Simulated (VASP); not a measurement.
Band structure of Ge4Si4 (ordered alloy cell). Computed with PBEsol GGA, VASP's PBE PAW potentials (set 64) (plane waves; VASP).

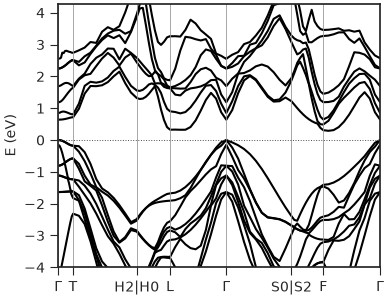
Figure. Bands along high-symmetry lines, zero at the valence-band maximum or, without a gap, the Fermi level

Read the plot: is there a gap, and where are the band edges?

The gap is indirect, 0.29 eV, from the valence maximum at Γ to the conduction minimum at F-Γ at 0.09. (Edges off the drawn lines would not show.)

The structure was generated: Ge4Si4 was put into an ordered model structure (R-3m), which need not be its known phase. It was relaxed first.
